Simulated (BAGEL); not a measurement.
# One shape, several levels: triplet GaSiH5S

We compute a comparison of 3 runs (ROHF/6-31G*, ROHF/cc-pVDZ, UHF/cc-pVDZ) of triplet GaSiH5S. 

Program for the calculation: BAGEL 1.2.2.

3 further runs of the same task are left out: 3 that didn't finish. Runs told in other sessions of the task aren't counted.

**1. Starting point**

GaSiH5S has 8 atoms, charge 0, and is taken as a triplet. As SMILES of the parent species, `[SiH3][GaH][SH]`. The shape comes from GFN2-xTB, which is rough for such elements, and wasn't checked as a minimum. This is one conformer, not always the lowest. That shape belongs to the parent species and isn't relaxed for this state.

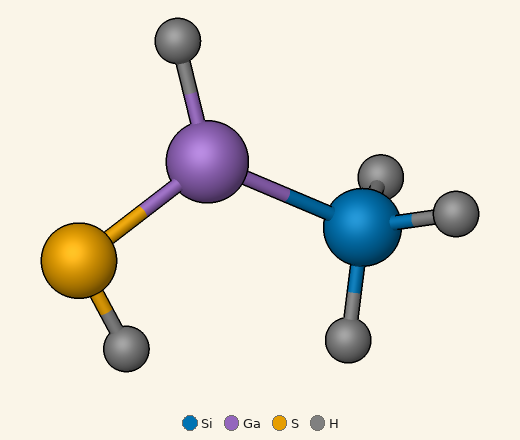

The structure, seen from a chosen angle (silicon blue, gallium purple, sulfur amber, hydrogen grey).

**2. The energy at ROHF/6-31G(d) (density fitting with qzvpp-jkfit, spherical functions) (run 1)**

calc.json reads:

```json
{ "bagel": [

{
  "title": "molecule",
  "basis": "6-31gs.json",
  "df_basis": "qzvpp-jkfit",
  "angstrom": true,
  "geometry": [
    { "atom": "Si", "xyz": [      -0.779950,       0.905280,      -0.704400 ] },
    { "atom": "Ga", "xyz": [       0.908330,      -0.062100,       0.734600 ] },
    { "atom": "S", "xyz": [       1.161860,      -2.252020,       1.128710 ] },
    { "atom": "H", "xyz": [      -1.736630,      -0.161580,      -1.068390 ] },
    { "atom": "H", "xyz": [      -0.206750,       1.435250,      -1.952540 ] },
    { "atom": "H", "xyz": [      -1.531460,       1.978870,      -0.038070 ] },
    { "atom": "H", "xyz": [       2.034010,       0.737720,       1.574440 ] },
    { "atom": "H", "xyz": [       0.150580,      -2.581430,       0.325670 ] }
  ]
},

{
  "title": "rohf",
  "nopen": 2
},

{
  "title": "print",
  "file": "orbitals.molden",
  "orbitals": true
}

]}
```

The basis set 6-31G* is read from a file made from the Basis Set Exchange's data (not shown).

The run is started by

```sh
$ BAGEL_NUM_THREADS=1 BAGEL calc.json > calc.out
```

The log of the run:

```text
* using 1 threads per process

  ===============================================================
  ===============================================================

  *** Geometry ***

  { "atom" : "Si", "xyz" : [     -1.473892,      1.710731,     -1.331123 ] },
  { "atom" : "Ga", "xyz" : [      1.716495,     -0.117352,      1.388193 ] },
  { "atom" : "S", "xyz" : [      2.195597,     -4.255701,      2.132953 ] },
[... 4 lines of this table left out ...]
  { "atom" : "H", "xyz" : [      0.284555,     -4.878196,      0.615427 ] },

  Number of auxiliary basis functions:      612

  Since a DF basis is specified, we compute 2- and 3-index integrals:
    o Being stored without compression. Storage requirement is 0.030 GB

  Number of basis functions:       78
  Number of electrons      :       66

    * METHOD: MOLECULE                             0.44

  *** Open-shell HF ***

  === Nuclear Repulsion ===
   307.2694076082

      * DIIS with orbital gradients will be used.

  === ROHF iteration (6-31gs.json) ===
      0      -2612.06075702          0.01866226           0.29
      1      -2612.13913333          0.01062648           0.28
      2      -2612.15447737          0.00682861           0.28
[... 16 lines of this table left out ...]
     19      -2612.16350681          0.00000001           0.28
    * SCF iteration converged.

    * S^2 (ROHF) is 2.0000

    * Permanent dipole moment:
           (    1.184461,    -0.939590,     1.072988) a.u.

    * METHOD: ROHF                                 5.95

    * METHOD: PRINT                                0.01

  ===============================================================
```

Wall time 6.6 s (1 thread of Arm Neoverse V2, shared host); peak memory 0.15 GiB.

**3. The energy at ROHF/cc-pVDZ (density fitting with qzvpp-jkfit) (run 2)**

calc.json reads:

```json
{ "bagel": [

{
  "title": "molecule",
  "basis": "cc-pvdz.json",
  "df_basis": "qzvpp-jkfit",
  "angstrom": "true",
  "geometry": [
    { "atom": "Si", "xyz": [   -0.779950,    0.905280,   -0.704400 ] },
    { "atom": "Ga", "xyz": [    0.908330,   -0.062100,    0.734600 ] },
    { "atom": "S", "xyz": [    1.161860,   -2.252020,    1.128710 ] },
    { "atom": "H", "xyz": [   -1.736630,   -0.161580,   -1.068390 ] },
    { "atom": "H", "xyz": [   -0.206750,    1.435250,   -1.952540 ] },
    { "atom": "H", "xyz": [   -1.531460,    1.978870,   -0.038070 ] },
    { "atom": "H", "xyz": [    2.034010,    0.737720,    1.574440 ] },
    { "atom": "H", "xyz": [    0.150580,   -2.581430,    0.325670 ] }
  ]
},
{ "title": "rohf", "nopen": 2 },
{ "title": "print", "file": "orbitals.molden", "orbitals": "true" }

]}
```

The basis set cc-pVDZ is read from a file made from the Basis Set Exchange's data (not shown).

The run is started by

```sh
$ BAGEL_NUM_THREADS=1 BAGEL calc.json > calc.out
```

The log of the run:

```text
* using 1 threads per process

  ===============================================================
  ===============================================================

  *** Geometry ***

  { "atom" : "Si", "xyz" : [     -1.473892,      1.710731,     -1.331123 ] },
  { "atom" : "Ga", "xyz" : [      1.716495,     -0.117352,      1.388193 ] },
  { "atom" : "S", "xyz" : [      2.195597,     -4.255701,      2.132953 ] },
[... 4 lines of this table left out ...]
  { "atom" : "H", "xyz" : [      0.284555,     -4.878196,      0.615427 ] },

  Number of auxiliary basis functions:      612

  Since a DF basis is specified, we compute 2- and 3-index integrals:
    o Being stored without compression. Storage requirement is 0.038 GB

  Number of basis functions:       88
  Number of electrons      :       66

    * METHOD: MOLECULE                             0.42

  *** Open-shell HF ***

  === Nuclear Repulsion ===
   307.2694076082

      * DIIS with orbital gradients will be used.

  === ROHF iteration (cc-pvdz.json) ===
      0      -2612.37985497          0.01216185           0.32
      1      -2612.44395560          0.00507252           0.32
      2      -2612.45447306          0.00238350           0.32
[... 15 lines of this table left out ...]
     18      -2612.45976137          0.00000001           0.32
    * SCF iteration converged.

    * S^2 (ROHF) is 2.0000

    * Permanent dipole moment:
           (    1.094339,    -0.835125,     0.988299) a.u.

    * METHOD: ROHF                                 6.46

    * METHOD: PRINT                                0.01

  ===============================================================
```

It took 7.2 s on 1 thread of Arm Neoverse V2, shared host; peak memory 0.16 GiB.

**4. A single-point energy at UHF/cc-pVDZ (density fitting with qzvpp-jkfit) (run 3)**

hf.json reads:

```json
{ "bagel" : [

{
  "title" : "molecule",
  "basis" : "cc-pvdz.json",
  "df_basis" : "qzvpp-jkfit",
  "angstrom" : "true",
  "geometry" : [
    { "atom" : "Si", "xyz" : [   -0.779950,    0.905280,   -0.704400 ] },
    { "atom" : "Ga", "xyz" : [    0.908330,   -0.062100,    0.734600 ] },
    { "atom" : "S", "xyz" : [    1.161860,   -2.252020,    1.128710 ] },
    { "atom" : "H", "xyz" : [   -1.736630,   -0.161580,   -1.068390 ] },
    { "atom" : "H", "xyz" : [   -0.206750,    1.435250,   -1.952540 ] },
    { "atom" : "H", "xyz" : [   -1.531460,    1.978870,   -0.038070 ] },
    { "atom" : "H", "xyz" : [    2.034010,    0.737720,    1.574440 ] },
    { "atom" : "H", "xyz" : [    0.150580,   -2.581430,    0.325670 ] }
  ]
},
{ "title" : "uhf", "charge" : 0, "nopen" : 2 },
{ "title" : "print", "file" : "orbitals.molden", "orbitals" : "true" }

]}
```

The basis set cc-pVDZ is read from a file made from the Basis Set Exchange's data (not shown).

The run is started by

```sh
$ BAGEL_NUM_THREADS=1 BAGEL hf.json > hf.out
```

The log of the run:

```text
* using 1 threads per process

  ===============================================================
  ===============================================================

  *** Geometry ***

  { "atom" : "Si", "xyz" : [     -1.473892,      1.710731,     -1.331123 ] },
  { "atom" : "Ga", "xyz" : [      1.716495,     -0.117352,      1.388193 ] },
  { "atom" : "S", "xyz" : [      2.195597,     -4.255701,      2.132953 ] },
[... 4 lines of this table left out ...]
  { "atom" : "H", "xyz" : [      0.284555,     -4.878196,      0.615427 ] },

  Number of auxiliary basis functions:      612

  Since a DF basis is specified, we compute 2- and 3-index integrals:
    o Being stored without compression. Storage requirement is 0.038 GB

  Number of basis functions:       88
  Number of electrons      :       66

    * METHOD: MOLECULE                             0.43

  *** Open-shell HF ***

  === Nuclear Repulsion ===
   307.2694076082

      * DIIS with orbital gradients will be used.

  === UHF iteration (cc-pvdz.json) ===
      0      -2612.37985497          0.01216185           0.34
      1      -2612.44822020          0.00488745           0.34
      2      -2612.45824796          0.00209952           0.32
[... 20 lines of this table left out ...]
     23      -2612.46223267          0.00000001           0.32
    * SCF iteration converged.

    * S^2 (UHF) is 2.0076

    * Permanent dipole moment:
           (    1.091135,    -0.842193,     0.988510) a.u.

    * METHOD: UHF                                  7.98

    * METHOD: PRINT                                0.01

  ===============================================================
```

It took 8.7 s on 1 thread of Arm Neoverse V2, shared host; peak memory 0.16 GiB.

**5. All runs side by side**

| run | level | energy (Eh) | dipole moment (D) | ⟨S²⟩ | wall time |
| --- | --- | --- | --- | --- | --- |
| 1 | ROHF/6-31G* (density fitting with qzvpp-jkfit, spherical functions) | -2612.163507 | 4.71 | 2.000 | 6.6 s |
| 2 | ROHF/cc-pVDZ (density fitting with qzvpp-jkfit) | -2612.459761 | 4.31 | 2.000 | 7.2 s |
| 3 | UHF/cc-pVDZ (density fitting with qzvpp-jkfit) | -2612.462233 | 4.31 | 2.008 | 8.7 s |

**6. Results**

| quantity | value |
| --- | --- |
| run 3: total energy | -2612.46223 Eh |
| run 3: dipole moment | 4.31 D |
| run 3: ⟨S²⟩ | 2.008 |

**Reading.** The dipole moment (its size) runs from 4.31 D (ROHF/cc-pVDZ) to 4.71 D (ROHF/6-31G*). All runs together took 23 s, the longest 8.7 s.
